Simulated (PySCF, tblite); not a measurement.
# Si₃H₅O₄+, a small gas-phase stand-in for a defect centre (silica 3-ring, OH): NMR shifts, core binding energies and electronic excitations, part 1 of 2

Wanted: the NMR shifts, core binding energies and electronic excitations for `O[Si]1O[SiH2]O[SiH2]O1`. It is drawn as: dangling bond, charged.

Programs: tblite 0.8.0 and PySCF 2.14.0. All values are calculated, for the isolated system unless a continuum is named. Atoms count from 0, parts from 1.

### 1 Starting point

12 atoms, charge 1, multiplicity 1; geometry: distance geometry start.

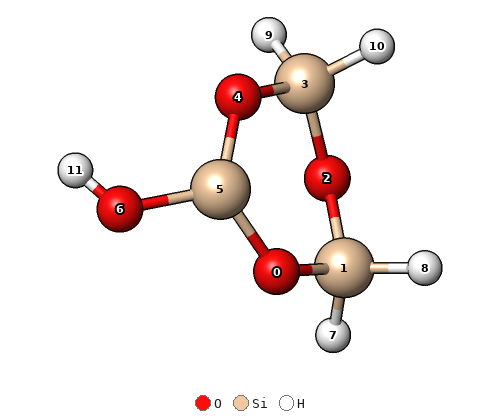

The starting geometry (oxygen red, silicon light orange, hydrogen white), atoms numbered.

### 2 Geometry optimisation with GFN2-xTB

Job settings and geometry (Å):

```
{"job": {"kind": "relax", "xc": "GFN2-xTB", "basis": "xTB"}, "charge": 1, "multiplicity": 1}
O     -0.981283    -0.855906     0.066777
Si    -0.418404    -2.160347     1.066151
O      1.279228    -1.865215     1.500930
Si     1.960986    -0.289454     1.919693
O      1.266694     0.932313     0.863816
Si    -0.196697     0.719800    -0.104356
O     -0.158385     1.409036    -1.726557
H     -0.503297    -3.398391     0.361155
H     -1.212885    -2.234059     2.255320
H      3.364295    -0.342349     1.760394
H      1.652103     0.009494     3.285321
H      0.536230     2.011034    -2.080025
```

Method: GFN2-xTB geometry optimisation, gas phase.

Started as:

```bash
$ OMP_NUM_THREADS=1 python cluster_run.py task.json out
```

The driver reads the jobs from task.json and runs them one after another.

Output:

```text
step      E/eV     max force
  0    -648.54056    4.773
  1    -649.83801    3.681
  2    -650.84938    2.959
  3    -651.03165    1.218
  4    -651.13384    1.043
  5    -651.31096    1.109
  6    -651.34694    0.633
  7    -651.39998    0.649
  8    -651.45383    0.878
  9    -651.49279    0.582
 10    -651.51515    0.342
 11    -651.52856    0.288
 12    -651.53946    0.311
 13    -651.55074    0.303
 14    -651.55885    0.239
 15    -651.56443    0.215
 16    -651.56897    0.199
 17    -651.57367    0.214
 18    -651.57830    0.207
 19    -651.58332    0.247
 20    -651.58890    0.213
 21    -651.59537    0.232
 22    -651.60258    0.230
 23    -651.61042    0.244
 24    -651.61940    0.276
 25    -651.62928    0.286
 26    -651.63899    0.267
 27    -651.64612    0.187
 28    -651.65044    0.162
 29    -651.65374    0.181
 30    -651.65700    0.151
 31    -651.66033    0.182
 32    -651.66233    0.114
 33    -651.66335    0.111
 34    -651.66418    0.067
 35    -651.66466    0.053
 36    -651.66527    0.084
 37    -651.66621    0.106
 38    -651.66708    0.090
 39    -651.66761    0.053
 40    -651.66794    0.048
 41    -651.66831    0.061
 42    -651.66889    0.083
 43    -651.66966    0.107
 44    -651.67038    0.094
 45    -651.67097    0.063
 46    -651.67147    0.060
 47    -651.67196    0.067
 48    -651.67241    0.065
 49    -651.67281    0.055
 50    -651.67317    0.058
 51    -651.67356    0.071
 52    -651.67393    0.060
 53    -651.67418    0.039
 54    -651.67434    0.034
 55    -651.67451    0.046
 56    -651.67479    0.056
 57    -651.67512    0.048
 58    -651.67537    0.034
 59    -651.67548    0.029
 60    -651.67557    0.033
 61    -651.67572    0.041
 62    -651.67592    0.040
 63    -651.67610    0.032
 64    -651.67620    0.022
 65    -651.67624    0.017
 66    -651.67628    0.022
 67    -651.67635    0.023
 68    -651.67642    0.018
 69    -651.67645    0.012
 70    -651.67646    0.006
```

Wall time 3.9 s (1 thread of Intel Xeon Platinum 8259CL at 2.50GHz, shared host).

Along the way: (not every step is listed)

```tsv
step	energy from step 0 (eV)	largest force (eV/Å)
0	0.0000	4.7737
2	-2.3088	2.9586
4	-2.5933	1.0431
6	-2.8064	0.6335
8	-2.9133	0.8778
10	-2.9746	0.3417
12	-2.9989	0.3111
14	-3.0183	0.2392
16	-3.0284	0.1997
20	-3.0483	0.2138
24	-3.0788	0.2759
28	-3.1099	0.1616
32	-3.1218	0.1144
36	-3.1247	0.0837
40	-3.1274	0.0475
44	-3.1298	0.0939
48	-3.1318	0.0655
52	-3.1334	0.0605
56	-3.1342	0.0559
60	-3.1350	0.0329
62	-3.1354	0.0408
64	-3.1356	0.0211
66	-3.1357	0.0218
68	-3.1359	0.0185
70	-3.1359	0.0064
```

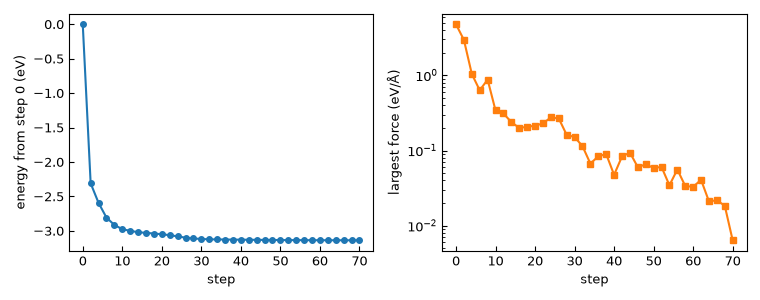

Energy and force, step by step.

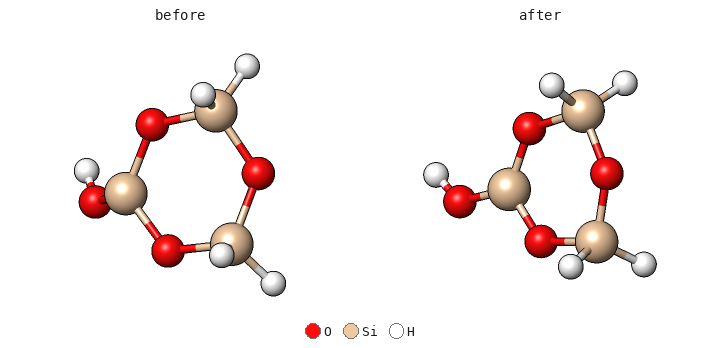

The geometry before (left) and after (right).

Close pairs (by a distance rule), those that changed most:

```tsv
bond	before (Å)	after (Å)	change (Å)
O0–Si5	1.769	1.559	-0.210
O4–Si5	1.767	1.564	-0.204
Si5–O6	1.763	1.563	-0.200
Si1–O2	1.777	1.629	-0.148
O2–Si3	1.767	1.627	-0.141
Si3–H9	1.413	1.447	+0.033
Si3–O4	1.758	1.727	-0.030
O6–H11	0.985	0.961	-0.024
```

### 3 Relaxing the molecule at PBE0-D3(BJ)/def2-SVP

Job settings and geometry (Å):

```
{"job": {"xc": "PBE0", "basis": "def2-SVP", "d3": "d3bj", "grid": 2, "kind": "geom", "shake": 0.01}, "charge": 1, "multiplicity": 1}
O     -1.172689    -0.425256    -0.809006
Si    -0.948077    -1.648641     0.352855
O      0.341509    -1.102161     1.156181
Si     1.439616     0.148655     1.198977
O      0.836467     1.143713    -0.094275
Si    -0.381039     0.914435    -1.038426
O     -0.818460     1.872971    -2.178908
H     -0.544415    -2.775212    -0.459283
H     -2.111447    -1.531302     1.222387
H      2.695206    -0.291185     0.727646
H      1.140854     0.952234     2.382860
H     -0.439034     2.714164    -2.444009
```

Output:

```text
step   0  E = -1171.20090792  max force = 0.040590
step   1  E = -1171.21167089  max force = 0.006058
step   2  E = -1171.21192889  max force = 0.001644
step   3  E = -1171.21196886  max force = 0.000658
step   4  E = -1171.21197510  max force = 0.000395
optimisation converged
```

It took 67 s on 1 thread of Intel Xeon Platinum 8259CL at 2.50GHz, shared host; peak memory 0.71 GiB.

Step by step:

```tsv
step	energy from step 0 (eV)	largest force component (eV/Å)
0	0.0000	2.0872
1	-0.2929	0.3115
2	-0.2999	0.0845
3	-0.3010	0.0338
4	-0.3012	0.0203
```

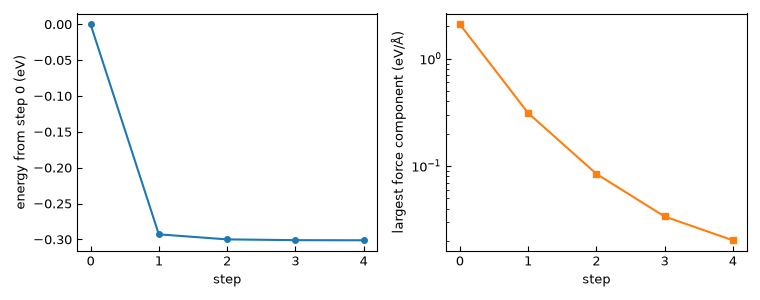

Energy and force, step by step.

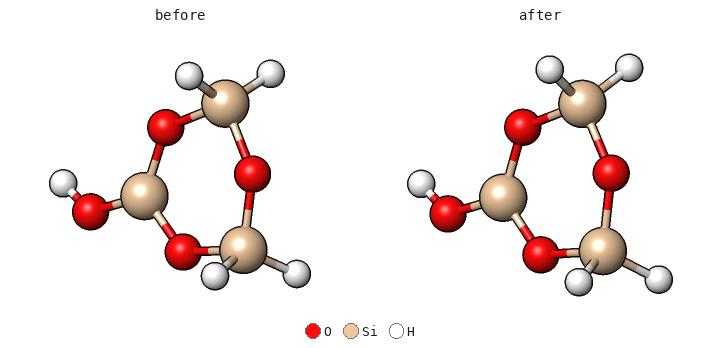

Before and after, at one scale.

Distances of close pairs at the start and the end, largest changes first:

```tsv
bond	before (Å)	after (Å)	change (Å)
Si3–H9	1.411	1.474	+0.063
Si1–O2	1.615	1.656	+0.041
O0–Si1	1.702	1.743	+0.041
O4–Si5	1.558	1.585	+0.027
Si1–H7	1.446	1.474	+0.027
Si5–O6	1.553	1.579	+0.026
Si1–H8	1.457	1.474	+0.017
Si3–H10	1.462	1.474	+0.012
```

The next job starts from the end point, and lists it.

```tsv
at the end point	value
point group (found at 0.08 Å tolerance)	Cs
rotational constants (GHz, main isotopes)	2.260, 1.429, 0.895
```

### 4 NMR shieldings: PBE0/pcSseg-1

Job settings and geometry (Å):

```
{"job": {"kind": "nmr", "xc": "PBE0", "basis": "pcSseg-1"}, "charge": 1, "multiplicity": 1}
O     -1.217572    -0.419879    -0.848646
Si    -0.954133    -1.661403     0.345709
O      0.364439    -1.078635     1.160313
Si     1.424621     0.189857     1.194303
O      0.837973     1.193223    -0.111218
Si    -0.396309     0.913176    -1.065441
O     -0.850072     1.890984    -2.218831
H     -0.637345    -2.889744    -0.404101
H     -2.158635    -1.675104     1.194629
H      2.787520    -0.219559     0.809094
H      1.280520     0.994523     2.420582
H     -0.442915     2.734913    -2.459504
```

With the program's defaults for keys left out, this is: GIAO PBE0/pcSseg-1 NMR shielding, non-relativistic, gas phase.

Output:

```text
coarse grid: 12320 points
cycle   1  E = -1171.2837606982  dE =  1.399e+00  |g| = 1.285e+00  |ddm| = 3.529e+00
cycle   2  E = -1170.9158063449  dE =  3.680e-01  |g| = 1.921e+00  |ddm| = 1.887e+00
cycle   3  E = -1171.5703627825  dE = -6.546e-01  |g| = 9.951e-02  |ddm| = 1.253e+00
cycle   4  E = -1171.5719313127  dE = -1.569e-03  |g| = 5.391e-02  |ddm| = 1.204e-01
cycle   5  E = -1171.5723788213  dE = -4.475e-04  |g| = 1.984e-02  |ddm| = 4.038e-02
cycle   6  E = -1171.5724457079  dE = -6.689e-05  |g| = 2.409e-03  |ddm| = 1.297e-02
cycle   7  E = -1171.5724461819  dE = -4.739e-07  |g| = 1.828e-03  |ddm| = 2.212e-03
final grid: 107472 points
cycle   8  E = -1171.6515287902  dE = -4.349e-06  |g| = 1.267e-02  |ddm| = 1.368e-02
cycle   9  E = -1171.6514932522  dE =  3.554e-05  |g| = 1.915e-02  |ddm| = 1.715e-02
cycle  10  E = -1171.6515546114  dE = -6.136e-05  |g| = 8.647e-04  |ddm| = 1.072e-02
cycle  11  E = -1171.6515547261  dE = -1.146e-07  |g| = 3.265e-04  |ddm| = 6.297e-04
cycle  12  E = -1171.6515547445  dE = -1.840e-08  |g| = 5.210e-05  |ddm| = 2.062e-04
cycle  13  E = -1171.6515547449  dE = -4.331e-10  |g| = 2.403e-05  |ddm| = 5.036e-05
converged SCF energy = -1171.6515547449

GIAO shielding tensors (ppm)
atom      isotropic    diamagn.    paramagn.     s11        s22        s33       span
  0 O      222.711     400.510    -177.799    179.062    192.115    296.956    117.894
  1 Si     360.435     878.835    -518.400    317.216    346.297    417.793    100.577
  2 O      244.105     402.792    -158.687    164.689    221.334    346.293    181.603
  3 Si     360.844     879.125    -518.281    318.130    347.385    417.018     98.888
  4 O      211.543     401.967    -190.424    170.972    181.656    282.000    111.029
  5 Si     393.950     885.145    -491.195    350.546    399.851    431.453     80.907
  6 O      272.970     386.303    -113.334    227.582    257.309    334.019    106.438
  7 H       25.707      27.461      -1.754     22.529     22.973     31.620      9.090
  8 H       25.707      27.475      -1.768     22.530     22.975     31.616      9.086
  9 H       25.719      27.763      -2.044     22.547     22.999     31.610      9.063
 10 H       25.727      27.761      -2.035     22.548     23.003     31.630      9.083
 11 H       25.796      28.136      -2.340     17.771     19.248     40.367     22.596
```

Run time: 24 s. Hardware: 1 thread of Intel Xeon Platinum 8259CL at 2.50GHz, shared host; peak memory 0.86 GiB.

Shifts follow as δ = σ(reference) − σ, with reference shieldings (ppm) from runs at the same level and on the same kind of geometry: ¹H TMS 31.27, ²⁹Si TMS 352.0, ¹⁷O H2O 334.6. The references are single molecules in the gas phase, so shifts against H2O, NH3, PH3, H3PO4 or CFCl3 are not on the usual liquid scales and can be off by tens of ppm. Atoms listed in one row are averaged.

```tsv
atoms	environment	σ (ppm)	δ (ppm)
H7, H8	hydrogen on a silicon bonded to 2 O	25.71	5.56
H9, H10	hydrogen on a silicon bonded to 2 O	25.72	5.54
H11	hydrogen on an oxygen bonded to Si	25.80	5.47
O4	oxygen bonded to 2 Si	211.5	123.0
O0	oxygen bonded to 2 Si	222.7	111.9
O2	oxygen bonded to 2 Si	244.1	90.5
O6	oxygen bonded to Si, H	273.0	61.6
Si1	silicon bonded to 2 O, 2 H	360.4	-8.4
Si3	silicon bonded to 2 O, 2 H	360.8	-8.9
Si5	silicon bonded to 3 O	393.9	-42.0
```

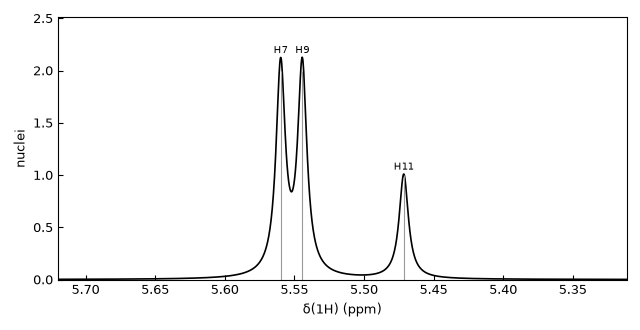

¹H lines at the computed shifts, without couplings. Lines are broadened to a width of 0.01 ppm (Lorentzian).

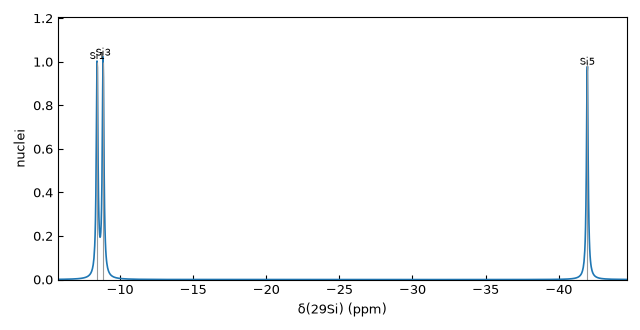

²⁹Si lines at the computed shifts, without couplings. Lines are broadened to a width of 0.13 ppm (Lorentzian).

The run also stored atomic charges by several schemes (e):

```tsv
atoms	Mulliken	IAO	Hirshfeld	ESP fit
O0	-0.69	-0.81	-0.26	-0.61
Si1	1.02	1.20	0.55	0.92
O2	-0.75	-0.86	-0.30	-0.63
Si3	1.02	1.20	0.55	0.95
O4	-0.70	-0.82	-0.27	-0.69
Si5	1.41	1.76	0.82	1.48
O6	-0.45	-0.70	-0.21	-0.65
```

ESP fit charges:

```tsv
atom	value (e)
O0	-0.61
Si1	0.92
O2	-0.63
Si3	0.95
O4	-0.69
Si5	1.48
O6	-0.65
H7	-0.07
H8	-0.07
H9	-0.07
H10	-0.07
H11	0.50
```

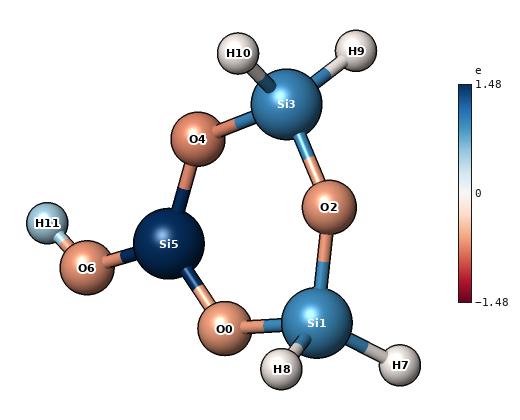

ESP fit charges, as colours on the atoms.

Mayer bond orders: O0–Si1 0.68, Si1–O2 0.91, O2–Si3 0.92, Si3–O4 0.68, O4–Si5 1.22, Si5–O6 1.28, Si5–O0 1.23.

Ring of atoms O0, Si1, O2, Si3, O4, Si5: NICS(0) -3.2, NICS(1) -0.6, NICS(1)zz 2.8 ppm (means of both faces).

(Continued in part 2 of 2.)
